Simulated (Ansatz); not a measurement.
The reference is MgO in the rock salt structure (space group Fm-3m, No. 225; a = 4.214 Å).

Now apply this change: cell and atoms relaxed at a pressure of 60 GPa.

Calculations: PBEsol (Ansatz, an electronic-structure program), spin-orbit coupling left out.

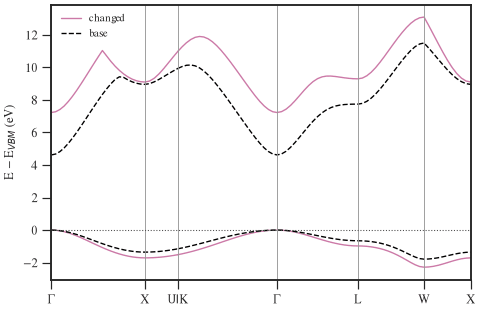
Highest valence and lowest conduction band along the path, each from its own valence-band maximum

Task: From the figure, how large is the changed gap, and is it direct?

Result: About 7.2 eV, direct at Γ.

Load acts through the strain it causes; cell and atoms are relaxed under it. Stability against distortions was not tested. No other phases were tried under pressure.
